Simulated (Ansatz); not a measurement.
# SnSe: energy and stress against strain

The task, for SnSe: see how energy and stress answer to the strain pattern (1, -1, 0, 0, 0, 0).

Computed with Ansatz 0.2.0 (DFT LDA, scalar-relativistic, plane waves, PAW, unless a step's input says otherwise).

1 further run of the same task is left out (set aside as unsound or not needed).

**1. The system as given**

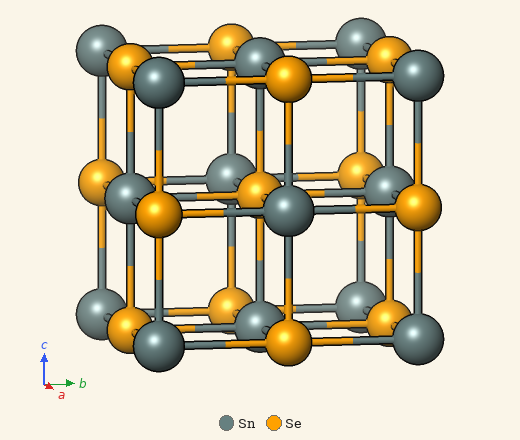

Start, viewed slightly off an axis; tin teal, selenium orange. Atoms on the faces are drawn again on the opposite ones. The cell drawn here is the conventional one.

As a file:

```cif
data_structure
_symmetry_space_group_name_H-M 'Fm-3m'
_symmetry_Int_Tables_number 225
_cell_length_a 5.8933
_cell_length_b 5.8933
_cell_length_c 5.8933
_cell_angle_alpha 90.000
_cell_angle_beta 90.000
_cell_angle_gamma 90.000
_cell_volume 204.68
loop_
_atom_site_label
_atom_site_type_symbol
_atom_site_symmetry_multiplicity
_atom_site_Wyckoff_symbol
_atom_site_fract_x
_atom_site_fract_y
_atom_site_fract_z
_atom_site_occupancy
Sn1 Sn 4 a 0.00000 0.00000 0.00000 1
Se1 Se 4 b 0.50000 0.00000 0.00000 1
```

It is the result of an earlier relaxation at this level (volume 25.58 Å³/atom; gap on the mesh: 0.78 eV).

**2. The reference cell**

Reference values: F = -11263.6593 eV; pressure -0.01 GPa; largest force 0.000 eV/Å; gap on the mesh 0.78 eV. It was computed beforehand with the settings of the runs below.

**3. The scan: energy and stress against strain**

The cell is strained by ε times the Voigt pattern (1, -1, 0, 0, 0, 0) (xx, yy, zz, yz, xz, xy; engineering shear), with fractional coordinates fixed (clamped ions). The stress on the pattern is the sum of the stress components weighted by it, tension positive.

**4. At ε = -0.0400**

Input file input.yaml:

```yaml
crystal:
  lattice:
    - [0.0, 3.0645136809, 2.9466477701]
    - [2.8287818593, 0.0, 2.9466477701]
    - [2.8287818593, 3.0645136809, 0.0]
  atoms:
    - { symbol: Sn, position: [0.0, 0.0, 0.0] }
    - { symbol: Se, position: [0.5, 0.5, 0.5] }
basis:
  ecutwfc: 420
kpoints:
  mp_grid: { grid: [8, 8, 8] }
hamiltonian:
  xc: lda
scf:
  occupations: { method: gaussian, width: 0.05 }
output:
  forces: true
  stress: true
  eigenvalues: true
```

Output, shortened:

```text
Warning: RAYON_NUM_THREADS=1 ignored (pool sized by the plan → 1); use --threads N
[...]
Pseudopotentials: kind: paw
Pseudopotential: Sn, paw, valence charge 14, recommended cutoff 420 eV (normal), Sn.paw.azcp
Pseudopotential: Se, paw, valence charge 16, recommended cutoff 420 eV (normal), Se.paw.azcp
Functional definition: SPW92
[...]
Crystal: 2 atoms, lattice volume = 51.088 Å³
Basis set: ecut = 420 eV, 971 PW (Γ)
Bands: 19, of which v1, the nominal top of the filled ones, is band 15 counted from 1 (14 counted from 0)
Symmetry: 8 space group operations
Space group: Fmmm (ITA 69), of the structure as read, at distance tolerance 3.7e-5 Å
k-points: 95 of 512
[...]
SCF iter   1: F=—  HF=-11263.589526 eV  |F-HF|=—  |Δ(HF+E_count)|=         —  Δρ=5.41e-3  dr2=7.30e-3  ethr=1.77e-3  ⟨swp⟩=5.9  Hψ=8852  notcnv=0
[...]
SCF iter   6: F=-11263.584507 eV  HF=-11263.584507 eV  |F-HF|=1.20e-9  |Δ(HF+E_count)|=   3.20e-8  Δρ=4.10e-6  dr2=2.99e-9  ethr=1.57e-10  ⟨swp⟩=2.3  Hψ=5955  notcnv=0
[...]
SCF converged after 6 iterations
Free energy (F): -11263.584507 eV
[...]
E sigma→0 (E₀):  -11263.584507 eV
Fermi energy:    10.022813 eV
[...]
--- Forces (eV/Å), atoms counted from 1 ---
  atom   1  Sn     0.00000000     0.00000000     0.00000000
  atom   2  Se     0.00000000     0.00000000     0.00000000
[...]
--- Stress (GPa, compression-positive) ---
        7.137769       0.000000      -0.000000
        0.000000      -4.598477      -0.000000
       -0.000000      -0.000000       0.000305
  P = ⅓ Tr σ = 0.8465 GPa (8.465 kbar)
--- Band table (eV; the first three rows and the last of 95) ---
  k-point 0: bands = ["-38.2763", "-38.2723", "-38.2698", "-38.2677", "-38.2661", "-11.7764", "-11.7647", "-11.7594", "-11.7571", "-11.7527", "-4.6583", "4.7455", "6.9329", "7.3907", "7.7346", "13.2698", "14.1561", "15.2596", "15.2885"]
[...]
```

It took 6.1 s on 1 thread of an Arm CPU, shared host; peak memory 0.36 GiB.

**5. ε = 0.0300**

input.yaml: that of step 4 with these lines changed.

```diff
@@ -2,5 +2,5 @@
   lattice:
-    - [0.0, 3.0645136809, 2.9466477701]
-    - [2.8287818593, 0.0, 2.9466477701]
-    - [2.8287818593, 3.0645136809, 0.0]
+    - [0.0, 2.858248337, 2.9466477701]
+    - [3.0350472032, 0.0, 2.9466477701]
+    - [3.0350472032, 2.858248337, 0.0]
   atoms:
```

Output, shortened:

```text
[...]
SCF converged after 6 iterations
Free energy (F): -11263.617431 eV
[...]
E sigma→0 (E₀):  -11263.617431 eV
Fermi energy:    9.980397 eV
[...]
--- Forces (eV/Å), atoms counted from 1 ---
  atom   1  Sn    -0.00000000    -0.00000000     0.00000000
  atom   2  Se     0.00000000     0.00000000    -0.00000000
[...]
--- Stress (GPa, compression-positive) ---
       -3.666321       0.000000      -0.000000
        0.000000       5.084937      -0.000000
       -0.000000      -0.000000      -0.006137
  P = ⅓ Tr σ = 0.4708 GPa (4.708 kbar)
--- Band table (eV; the first three rows and the last of 95) ---
  k-point 0: bands = ["-38.2843", "-38.2809", "-38.2789", "-38.2781", "-38.2764", "-11.7832", "-11.7739", "-11.7696", "-11.7685", "-11.7645", "-4.6528", "4.7161", "7.0388", "7.3732", "7.6441", "13.4674", "14.1562", "14.9829", "15.3133"]
[...]
```

Wall time 5.6 s (1 thread of an Arm CPU, shared host); peak memory 0.36 GiB.

**6. Point ε = -0.0200**

input.yaml: that of step 5 with these lines changed.

```diff
@@ -2,5 +2,5 @@
   lattice:
-    - [0.0, 2.858248337, 2.9466477701]
-    - [3.0350472032, 0.0, 2.9466477701]
-    - [3.0350472032, 2.858248337, 0.0]
+    - [0.0, 3.0055807255, 2.9466477701]
+    - [2.8877148147, 0.0, 2.9466477701]
+    - [2.8877148147, 3.0055807255, 0.0]
   atoms:
```

Output, shortened:

```text
Warning: RAYON_NUM_THREADS=1 ignored (pool sized by the plan → 1); use --threads N
[...]
[... 4 set-up lines as earlier in the session ...]
[...]
Crystal: 2 atoms, lattice volume = 51.149 Å³
Basis set: ecut = 420 eV, 967 PW (Γ)
Bands: 19, of which v1, the nominal top of the filled ones, is band 15 counted from 1 (14 counted from 0)
[... 2 set-up lines as earlier in the session ...]
k-points: 95 of 512
[...]
SCF iter   1: F=—  HF=-11263.645821 eV  |F-HF|=—  |Δ(HF+E_count)|=         —  Δρ=5.37e-3  dr2=7.58e-3  ethr=1.77e-3  ⟨swp⟩=5.9  Hψ=8799  notcnv=0
[...]
SCF iter   6: F=-11263.640757 eV  HF=-11263.640757 eV  |F-HF|=1.36e-10  |Δ(HF+E_count)|=   4.04e-8  Δρ=3.89e-6  dr2=3.03e-9  ethr=1.75e-10  ⟨swp⟩=2.5  Hψ=6001  notcnv=0
[...]
SCF converged after 6 iterations
Free energy (F): -11263.640757 eV
[...]
E sigma→0 (E₀):  -11263.640757 eV
Fermi energy:    9.961874 eV
[...]
--- Forces (eV/Å), atoms counted from 1 ---
  atom   1  Sn     0.00000000     0.00000000     0.00000000
  atom   2  Se    -0.00000000     0.00000000    -0.00000000
[...]
--- Stress (GPa, compression-positive) ---
        3.211601       0.000000      -0.000000
        0.000000      -2.596721      -0.000000
       -0.000000      -0.000000      -0.010532
  P = ⅓ Tr σ = 0.2014 GPa (2.014 kbar)
--- Band table (eV; the first three rows and the last of 95) ---
  k-point 0: bands = ["-38.2901", "-38.2871", "-38.2860", "-38.2857", "-38.2841", "-11.7874", "-11.7800", "-11.7774", "-11.7769", "-11.7735", "-4.6489", "4.6951", "7.1439", "7.3606", "7.5492", "13.6813", "14.1563", "14.6923", "15.3732"]
[...]
```

Run time: 5.6 s. Hardware: 1 thread of an Arm CPU, shared host; peak memory 0.36 GiB.

**7. Point ε = 0.0100**

input.yaml: that of step 6 with these lines changed.

```diff
@@ -2,5 +2,5 @@
   lattice:
-    - [0.0, 3.0055807255, 2.9466477701]
-    - [2.8877148147, 0.0, 2.9466477701]
-    - [2.8877148147, 3.0055807255, 0.0]
+    - [0.0, 2.9171812924, 2.9466477701]
+    - [2.9761142478, 0.0, 2.9466477701]
+    - [2.9761142478, 2.9171812924, 0.0]
   atoms:
```

Output, shortened:

```text
[...]
SCF converged after 6 iterations
Free energy (F): -11263.654661 eV
[...]
E sigma→0 (E₀):  -11263.654661 eV
Fermi energy:    9.952360 eV
[...]
--- Forces (eV/Å), atoms counted from 1 ---
  atom   1  Sn     0.00000000     0.00000000     0.00000000
  atom   2  Se    -0.00000000     0.00000000     0.00000000
[...]
--- Stress (GPa, compression-positive) ---
       -1.382035       0.000000      -0.000000
        0.000000       1.514006      -0.000000
       -0.000000      -0.000000      -0.013458
  P = ⅓ Tr σ = 0.0395 GPa (0.395 kbar)
--- Band table (eV; the first three rows and the last of 95) ---
  k-point 0: bands = ["-38.2932", "-38.2912", "-38.2906", "-38.2899", "-38.2891", "-11.7889", "-11.7839", "-11.7830", "-11.7814", "-11.7797", "-4.6466", "4.6825", "7.2479", "7.3530", "7.4512", "13.9111", "14.1563", "14.4168", "15.4391"]
[...]
```

Run time: 5.5 s. Hardware: 1 thread of an Arm CPU, shared host; peak memory 0.36 GiB.

**8. At ε = 0.0350**

input.yaml: that of step 7 with these lines changed.

```diff
@@ -2,5 +2,5 @@
   lattice:
-    - [0.0, 2.9171812924, 2.9466477701]
-    - [2.9761142478, 0.0, 2.9466477701]
-    - [2.9761142478, 2.9171812924, 0.0]
+    - [0.0, 2.8435150981, 2.9466477701]
+    - [3.0497804421, 0.0, 2.9466477701]
+    - [3.0497804421, 2.8435150981, 0.0]
   atoms:
```

Output, shortened:

```text
[...]
SCF converged after 6 iterations
Free energy (F): -11263.602184 eV
[...]
E sigma→0 (E₀):  -11263.602184 eV
Fermi energy:    10.001224 eV
[...]
--- Forces (eV/Å), atoms counted from 1 ---
  atom   1  Sn     0.00000000     0.00000000     0.00000000
  atom   2  Se     0.00000000     0.00000000     0.00000000
[...]
--- Stress (GPa, compression-positive) ---
       -4.149121      -0.000000      -0.000000
       -0.000000       6.088902      -0.000000
       -0.000000      -0.000000      -0.003249
  P = ⅓ Tr σ = 0.6455 GPa (6.455 kbar)
--- Band table (eV; the first three rows and the last of 95) ---
  k-point 0: bands = ["-38.2806", "-38.2769", "-38.2746", "-38.2732", "-38.2716", "-11.7801", "-11.7697", "-11.7648", "-11.7631", "-11.7589", "-4.6553", "4.7297", "6.9859", "7.3813", "7.6900", "13.3665", "14.1561", "15.1338", "15.2857"]
[...]
```

Wall time 5.7 s (1 thread of an Arm CPU, shared host); peak memory 0.36 GiB.

**9. At ε = 0.0250**

input.yaml: that of step 8 with these lines changed.

```diff
@@ -2,5 +2,5 @@
   lattice:
-    - [0.0, 2.8435150981, 2.9466477701]
-    - [3.0497804421, 0.0, 2.9466477701]
-    - [3.0497804421, 2.8435150981, 0.0]
+    - [0.0, 2.8729815758, 2.9466477701]
+    - [3.0203139644, 0.0, 2.9466477701]
+    - [3.0203139644, 2.8729815758, 0.0]
   atoms:
```

Output, shortened:

```text
Warning: RAYON_NUM_THREADS=1 ignored (pool sized by the plan → 1); use --threads N
[...]
[... 4 set-up lines as earlier in the session ...]
[...]
Crystal: 2 atoms, lattice volume = 51.138 Å³
Basis set: ecut = 420 eV, 979 PW (Γ)
Bands: 19, of which v1, the nominal top of the filled ones, is band 15 counted from 1 (14 counted from 0)
[... 2 set-up lines as earlier in the session ...]
k-points: 95 of 512
[...]
SCF iter   1: F=—  HF=-11263.635375 eV  |F-HF|=—  |Δ(HF+E_count)|=         —  Δρ=5.38e-3  dr2=7.53e-3  ethr=1.77e-3  ⟨swp⟩=5.9  Hψ=8778  notcnv=0
[...]
SCF iter   6: F=-11263.630281 eV  HF=-11263.630281 eV  |F-HF|=8.79e-10  |Δ(HF+E_count)|=   3.86e-8  Δρ=3.98e-6  dr2=2.91e-9  ethr=1.60e-10  ⟨swp⟩=2.4  Hψ=5936  notcnv=0
[...]
SCF converged after 6 iterations
Free energy (F): -11263.630281 eV
[...]
E sigma→0 (E₀):  -11263.630281 eV
Fermi energy:    9.965881 eV
[...]
--- Forces (eV/Å), atoms counted from 1 ---
  atom   1  Sn     0.00000000     0.00000000     0.00000000
  atom   2  Se     0.00000000    -0.00000000     0.00000000
[...]
--- Stress (GPa, compression-positive) ---
       -3.149127       0.000000      -0.000000
        0.000000       4.125910      -0.000000
       -0.000000      -0.000000      -0.008539
  P = ⅓ Tr σ = 0.3227 GPa (3.227 kbar)
--- Band table (eV; the first three rows and the last of 95) ---
  k-point 0: bands = ["-38.2875", "-38.2843", "-38.2826", "-38.2823", "-38.2806", "-11.7857", "-11.7773", "-11.7736", "-11.7732", "-11.7694", "-4.6506", "4.7045", "7.0915", "7.3663", "7.5971", "13.5723", "14.1562", "14.8357", "15.3425"]
[...]
```

Run time: 5.6 s. Hardware: 1 thread of an Arm CPU, shared host; peak memory 0.36 GiB.

**10. At ε = 0.0150**

input.yaml: that of step 9 with these lines changed.

```diff
@@ -2,5 +2,5 @@
   lattice:
-    - [0.0, 2.8729815758, 2.9466477701]
-    - [3.0203139644, 0.0, 2.9466477701]
-    - [3.0203139644, 2.8729815758, 0.0]
+    - [0.0, 2.9024480535, 2.9466477701]
+    - [2.9908474867, 0.0, 2.9466477701]
+    - [2.9908474867, 2.9024480535, 0.0]
   atoms:
```

Output, shortened:

```text
Warning: RAYON_NUM_THREADS=1 ignored (pool sized by the plan → 1); use --threads N
[...]
[... 4 set-up lines as earlier in the session ...]
[...]
Crystal: 2 atoms, lattice volume = 51.158 Å³
Basis set: ecut = 420 eV, 965 PW (Γ)
Bands: 19, of which v1, the nominal top of the filled ones, is band 15 counted from 1 (14 counted from 0)
[... 2 set-up lines as earlier in the session ...]
k-points: 95 of 512
[...]
SCF iter   1: F=—  HF=-11263.654019 eV  |F-HF|=—  |Δ(HF+E_count)|=         —  Δρ=5.36e-3  dr2=7.63e-3  ethr=1.77e-3  ⟨swp⟩=5.9  Hψ=8746  notcnv=0
[...]
the search or the solves at the SCF's close seem to have found levels that the self-consistency loop had missed (the run counts 1). By its estimate they hold under 1e-12 electrons; where the run keeps them, the occupations were computed again with them
[...]
SCF converged after 6 iterations
Free energy (F): -11263.648875 eV
[...]
E sigma→0 (E₀):  -11263.648875 eV
Fermi energy:    9.957323 eV
[...]
--- Forces (eV/Å), atoms counted from 1 ---
  atom   1  Sn     0.00000000     0.00000000     0.00000000
  atom   2  Se    -0.00000000     0.00000000     0.00000000
[...]
--- Stress (GPa, compression-positive) ---
       -2.008022       0.000000      -0.000000
        0.000000       2.341253      -0.000000
       -0.000000      -0.000000      -0.012162
  P = ⅓ Tr σ = 0.1070 GPa (1.070 kbar)
--- Band table (eV; the first three rows and the last of 95) ---
  k-point 0: bands = ["-38.2920", "-38.2891", "-38.2889", "-38.2881", "-38.2869", "-11.7885", "-11.7819", "-11.7810", "-11.7795", "-11.7770", "-4.6476", "4.6878", "7.1961", "7.3562", "7.5006", "13.7942", "14.1563", "14.5527", "15.4054"]
[...]
```

It took 6.5 s on 1 thread of an Arm CPU, shared host; peak memory 0.36 GiB.

**11. ε = 0.0050**

input.yaml: that of step 10 with these lines changed.

```diff
@@ -2,5 +2,5 @@
   lattice:
-    - [0.0, 2.9024480535, 2.9466477701]
-    - [2.9908474867, 0.0, 2.9466477701]
-    - [2.9908474867, 2.9024480535, 0.0]
+    - [0.0, 2.9319145312, 2.9466477701]
+    - [2.961381009, 0.0, 2.9466477701]
+    - [2.961381009, 2.9319145312, 0.0]
   atoms:
```

Output, shortened:

```text
[...]
SCF converged after 6 iterations
Free energy (F): -11263.658132 eV
[...]
E sigma→0 (E₀):  -11263.658132 eV
Fermi energy:    9.947275 eV
[...]
--- Forces (eV/Å), atoms counted from 1 ---
  atom   1  Sn     0.00000000     0.00000000     0.00000000
  atom   2  Se    -0.00000000     0.00000000    -0.00000000
[...]
--- Stress (GPa, compression-positive) ---
       -0.717910       0.000000      -0.000000
        0.000000       0.729155      -0.000000
       -0.000000      -0.000000      -0.014245
  P = ⅓ Tr σ = -0.0010 GPa (-0.010 kbar)
--- Band table (eV; the first three rows and the last of 95) ---
  k-point 0: bands = ["-38.2938", "-38.2928", "-38.2913", "-38.2909", "-38.2905", "-11.7887", "-11.7861", "-11.7833", "-11.7825", "-11.7817", "-4.6461", "4.6794", "7.2994", "7.3511", "7.4011", "14.0318", "14.1563", "14.2847", "15.4744"]
[...]
```

Wall time 5.6 s (1 thread of an Arm CPU, shared host); peak memory 0.36 GiB.

**12. Results of the scan**

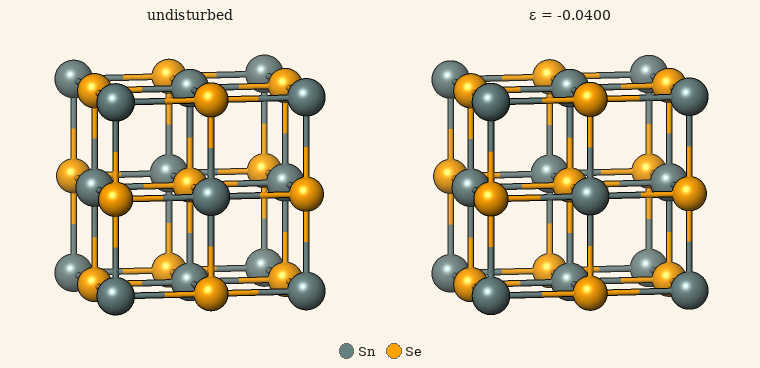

The undisturbed cell and the costliest point of the scan, at one scale, with neighbouring cells.

Collected from the runs (energy zero: the undisturbed cell):

| ε | ΔE (meV/atom) | stress on the pattern (GPa) | pressure (GPa) | gap on the mesh (eV) |
| --- | --- | --- | --- | --- |
| -0.0400 | 37.4 | -11.74 | 0.8 | 0.52 |
| -0.0200 | 9.3 | -5.81 | 0.2 | 0.71 |
| 0.0000 | 0.0 | 0.00 | 0.0 | 0.78 |
| 0.0050 | 0.6 | 1.45 | 0.0 | 0.76 |
| 0.0100 | 2.3 | 2.90 | 0.0 | 0.75 |
| 0.0150 | 5.2 | 4.35 | 0.1 | 0.73 |
| 0.0250 | 14.5 | 7.28 | 0.3 | 0.68 |
| 0.0300 | 20.9 | 8.75 | 0.5 | 0.64 |
| 0.0350 | 28.6 | 10.24 | 0.6 | 0.58 |

Not run, since symmetry makes them alike: 0.0400 repeats -0.0400, -0.0300 repeats 0.0300, 0.0200 repeats -0.0200, -0.0100 repeats 0.0100. Energy, pressure and gap are the same there.

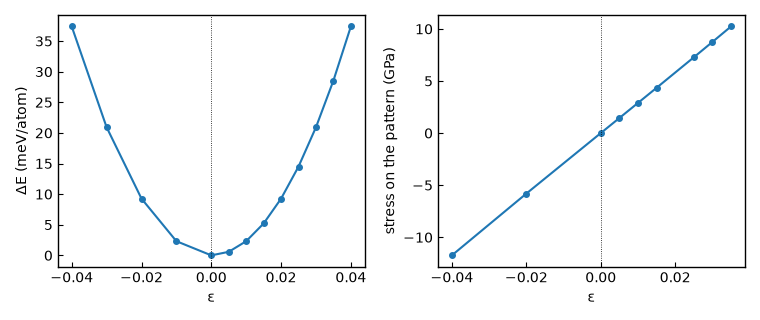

ΔE and stress on the pattern along the scan; points alike by symmetry are filled in.

**13. Results**

| quantity | value |
| --- | --- |
| slope of the stress at ε = 0, from the points at -0.0200, 0 and 0.0050 | 290 GPa |

From the stress slope, C11 + C22 − 2 C12 is about 290 GPa with the ions clamped; letting the atoms relax could not make it stiffer. The undisturbed cell stays the lowest of the sampled points. The gap on the mesh stays between 0.52 and 0.78 eV.
